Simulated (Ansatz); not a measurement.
**One shape, several levels: CH5GaO (SMILES C[O][GaH2])**

We compute a comparison of 6 runs (HF/3-21G, B3LYP/6-31G*, B2PLYP/cc-pVDZ, BHLYP/cc-pVDZ, wB97M-V/cc-pVDZ, CCSD(T)/cc-pVDZ) of CH5GaO. 

The results are computed with Ansatz 0.2.0.

56 further runs of the same task are left out: 56 set aside as unsound or not needed.

## Step 1: The structure to begin with

CH5GaO has 8 atoms, charge 0, and is taken as a singlet. SMILES: `C[O][GaH2]`. The C1–H4 distance was set to 1.425 Å, away from the relaxed value.

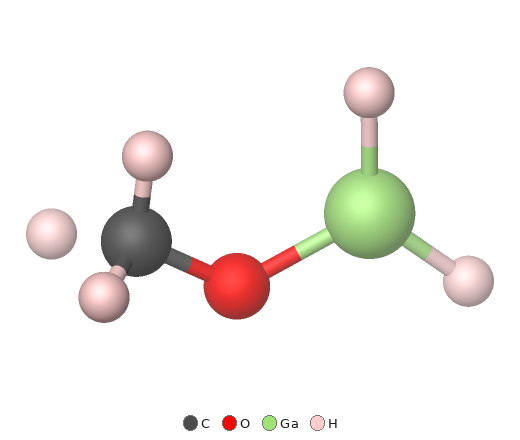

The structure, seen from a chosen angle (carbon dark grey, oxygen red, gallium green, hydrogen pink).

## Step 2: The energy at HF/3-21G (run 1)

Contents of job.yaml:

```yaml
crystal:
  periodic: [false, false, false]
  atoms:
    - symbol: C
      position_ang: [-0.441795, 0.975780, -0.144614]
    - symbol: O
      position_ang: [-0.530295, -0.270320, 0.491786]
    - symbol: Ga
      position_ang: [0.878205, -1.298820, 0.857586]
    - symbol: H
      position_ang: [-1.200200, 0.962000, -1.350600]
    - symbol: H
      position_ang: [0.589205, 1.259380, -0.398314]
    - symbol: H
      position_ang: [-0.855595, 1.757380, 0.502586]
    - symbol: H
      position_ang: [2.268905, -0.729620, 0.421186]
    - symbol: H
      position_ang: [0.516705, -2.633520, 1.568386]
basis:
  gaussian:
    orbitals: 3-21G-spherical.json
output: {orbitals: {seedname: orbitals}}
hamiltonian:
  xc: hf
accuracy: high
```

The basis set 3-21G is read from a file made from the Basis Set Exchange's data (not shown).

The run is started by

```bash
$ ansatz run job.yaml --threads 1 --pin off --max-ram 3480MiB --events-out events.jsonl --progress --plain --runs-dir runs
```

Output:

```text
Warning: RAYON_NUM_THREADS=1 ignored (pool sized by the plan → 1); use --threads N
Functional definition: HF
  name "HF"
  exchange = exact_x
  correlation = 0
983 factors; integrals over basis functions are off by at most 1.0e-8 eV
mean field evaluation 1: about -55204.1809 eV, gradient 3.1e1 eV
mean field evaluation 2: about -55204.4455 eV, gradient 3.2e1 eV
mean field evaluation 4: about -55206.5562 eV, gradient 2.0e0 eV
mean field evaluation 8: about -55206.5846 eV, gradient 6.8e-2 eV
mean field evaluation 16: about -55206.5846 eV, gradient 3.3e-8 eV
mean field -55206.58458659 eV, -2028.8045631903 hartree, gradient 3.3e-8 eV, S^2 0.000000; 0 other end points of the search recorded, 0 dependent functions left out
reference -55206.58458659 eV, -2028.8045631903 hartree; 25, 25 occupied and 25, 25 virtual orbitals, 983 factors
Total energy: -55206.58458659 eV, -2028.8045631903 hartree
```

It took 0.6 s on 1 thread of Arm Neoverse V1, shared host; peak memory 0.1 GiB.

## Step 3: The energy at B3LYP/6-31G(d) (Cartesian functions) (run 2)

Contents of molecule.yaml:

```yaml
crystal:
  periodic: [false, false, false]
  atoms:
    - {symbol: C, position_ang: [-0.441795, 0.975780, -0.144614]}
    - {symbol: O, position_ang: [-0.530295, -0.270320, 0.491786]}
    - {symbol: Ga, position_ang: [0.878205, -1.298820, 0.857586]}
    - {symbol: H, position_ang: [-1.200200, 0.962000, -1.350600]}
    - {symbol: H, position_ang: [0.589205, 1.259380, -0.398314]}
    - {symbol: H, position_ang: [-0.855595, 1.757380, 0.502586]}
    - {symbol: H, position_ang: [2.268905, -0.729620, 0.421186]}
    - {symbol: H, position_ang: [0.516705, -2.633520, 1.568386]}
basis:
  gaussian: {orbitals: "6-31G*"}
accuracy: high
hamiltonian: {xc: {name: B3LYP}}
output: {orbitals: {seedname: orbitals}}
```

The run is started by

```bash
$ ansatz run molecule.yaml --threads 1 --pin off --max-ram 3480MiB --events-out events.jsonl --progress --plain --runs-dir runs
```

Output:

```text
Warning: RAYON_NUM_THREADS=1 ignored (pool sized by the plan → 1); use --threads N
Functional definition: B3LYP
  name "B3LYP"
  parameter a0 = 0.2
  parameter ax = 0.72
  parameter ac = 0.81
  exchange = (1 - a0 - ax)*slater_x + ax*b88_x + a0*exact_x
  correlation = (1 - ac)*vwn_rpa_c + ac*lyp_c
1586 factors; integrals over basis functions are off by at most 4.7e-9 eV
mean field evaluation 1: about -55530.7294 eV, gradient 5.5e1 eV
mean field evaluation 2: about -55491.3281 eV, gradient 1.4e2 eV
mean field evaluation 4: about -55536.1962 eV, gradient 9.5e0 eV
mean field evaluation 8: about -55536.4272 eV, gradient 1.7e-1 eV
mean field evaluation 16: about -55536.4273 eV, gradient 7.9e-6 eV
mean field -55536.42725343 eV, -2040.9260576211 hartree, gradient 1.2e-8 eV, S^2 0.000000; 0 other end points of the search recorded, 0 dependent functions left out
reference -55536.42729490 eV, -2040.9260591452 hartree; 25, 25 occupied and 50, 50 virtual orbitals, 1586 factors
Total energy: -55536.42729490 eV, -2040.9260591452 hartree
```

Run time: 6.9 s. Hardware: 1 thread of Arm Neoverse V1, shared host; peak memory 0.23 GiB.

Run 3 isn't shown in full; the table further down has it.

## Step 4: The energy at BHLYP/cc-pVDZ (run 4)

Contents of in.yaml:

```yaml
crystal:
  periodic: [false, false, false]
  atoms:
    - {symbol: C, position_ang: [-0.441795, 0.975780, -0.144614]}
    - {symbol: O, position_ang: [-0.530295, -0.270320, 0.491786]}
    - {symbol: Ga, position_ang: [0.878205, -1.298820, 0.857586]}
    - {symbol: H, position_ang: [-1.200200, 0.962000, -1.350600]}
    - {symbol: H, position_ang: [0.589205, 1.259380, -0.398314]}
    - {symbol: H, position_ang: [-0.855595, 1.757380, 0.502586]}
    - {symbol: H, position_ang: [2.268905, -0.729620, 0.421186]}
    - {symbol: H, position_ang: [0.516705, -2.633520, 1.568386]}
basis:
  gaussian:
    orbitals: cc-pVDZ
total_charge: 0
hamiltonian:
  xc: {name: BHLYP}
accuracy: high
output: {orbitals: {seedname: orbitals}}
```

The run is started by

```bash
$ ansatz run in.yaml --threads 1 --pin off --max-ram 3480MiB --events-out events.jsonl --progress --plain --runs-dir runs
```

Output:

```text
Warning: RAYON_NUM_THREADS=1 ignored (pool sized by the plan → 1); use --threads N
Functional definition: BHLYP
  name "BHLYP"
  parameter a = 0.5
  exchange = (1 - a)*b88_x + a*exact_x
  correlation = lyp_c
1866 factors; integrals over basis functions are off by at most 4.7e-9 eV
mean field evaluation 1: about -55535.3784 eV, gradient 4.1e1 eV
mean field evaluation 2: about -55530.6347 eV, gradient 6.5e1 eV
mean field evaluation 4: about -55538.8694 eV, gradient 2.3e0 eV
mean field evaluation 8: about -55539.1352 eV, gradient 1.4e-1 eV
mean field evaluation 16: about -55539.1353 eV, gradient 9.4e-5 eV
mean field -55539.13532006 eV, -2041.0255772343 hartree, gradient 3.3e-8 eV, S^2 0.000000; 0 other end points of the search recorded, 0 dependent functions left out
reference -55539.13534808 eV, -2041.0255782640 hartree; 25, 25 occupied and 55, 55 virtual orbitals, 1866 factors
Total energy: -55539.13534808 eV, -2041.0255782640 hartree
```

Run time: 9.3 s. Hardware: 1 thread of Arm Neoverse V1, shared host; peak memory 0.27 GiB.

Run 5 isn't shown in full; the table further down has it.

## Step 5: The energy at CCSD(T)/cc-pVDZ (run 6)

Changes to job.yaml since step 2:

```diff
@@ -1 +1,4 @@
+basis:
+  gaussian:
+    orbitals: cc-pVDZ
 crystal:
@@ -19,8 +22,7 @@
       position_ang: [0.516705, -2.633520, 1.568386]
-basis:
-  gaussian:
-    orbitals: 3-21G-spherical.json
-output: {orbitals: {seedname: orbitals}}
-hamiltonian:
-  xc: hf
+correlation:
+  method: ccsd_t
+  frozen_orbitals: {C: 1, Ga: 9, H: 0, O: 1}
 accuracy: high
+scf:
+  omitted_lower_state_checks: [cluster_reference, increment]
```

The run is started by

```bash
$ ansatz run job.yaml --threads 1 --pin off --max-ram 3480MiB --events-out events.jsonl --progress --plain --runs-dir runs
```

Output, shortened:

```text
Warning: RAYON_NUM_THREADS=1 ignored (pool sized by the plan → 1); use --threads N
Functional definition: HF
  name "HF"
[...]
1866 factors; integrals over basis functions are off by at most 4.7e-9 eV
[...]
mean field -55479.04415918 eV, -2038.8172678029 hartree, gradient 7.2e-9 eV, S^2 0.000000; 0 other end points of the search recorded, 0 dependent functions left out
11 core orbitals not correlated: weight in the atoms' cores, before any rotation towards them, 1.000 or more for the frozen orbitals, at most 0.000 for the correlated occupied ones
reference -55479.04415918 eV, -2038.8172678029 hartree; 14, 14 occupied and 55, 55 virtual orbitals, 1866 factors
second order -11.60534106 eV of doubles, -0.00000000 eV of singles
cycle   1  -12.07095416 eV  change   -4.7e-1 eV  update   1.0e-1
[...]
cycle  22  -12.60962021 eV  change   2.7e-10 eV  update  9.7e-10
perturbative correction -0.35801805 eV, -0.0131569205 hartree
Total energy: -55492.01179743 eV, -2039.2938197190 hartree
Checks for a lower state left out: cluster_reference, increment
```

Run time: 17 s. Hardware: 1 thread of Arm Neoverse V1, shared host; peak memory 0.41 GiB.

## Step 6: The series

```tsv
run	level	Cartesian functions	frozen core orbitals	energy (Eh)	HOMO energy (eV)	LUMO energy (eV)	HOMO–LUMO gap (eV)	wall time
1	HF/3-21G	no	–	-2028.804563	-10.61	1.48	12.08	0.6 s
2	B3LYP/6-31G* (Cartesian functions)	yes	–	-2040.926059	-7.31	-1.50	5.82	6.9 s
3	B2PLYP/cc-pVDZ	no	11	-2040.593061	-8.78	-0.25	8.53	11 s
4	BHLYP/cc-pVDZ	no	–	-2041.025578	-8.82	-0.51	8.31	9.3 s
5	wB97M-V/cc-pVDZ	no	–	-2040.957221	-9.81	0.50	10.30	73 s
6	CCSD(T)/cc-pVDZ	no	11	-2039.293820	–	–	–	17 s
```

## Step 7: What came out

| quantity | value |
| --- | --- |
| run 6: total energy | -2039.29382 Eh |
| run 6: correlation energy (11 core orbitals frozen) | -476.6 mEh |
| run 6: (T) correction | -13.16 mEh |
| run 6: T1 diagnostic | 0.014 |

What this shows: Over runs 1, 2, 3, 4, 5 the HOMO–LUMO gap runs from 5.82 eV (B3LYP/6-31G*) to 12.08 eV (HF/3-21G). The two ends differ in method and basis. Totals of different functionals can't be ranked against each other. All runs together took 2 min, the longest 73 s.
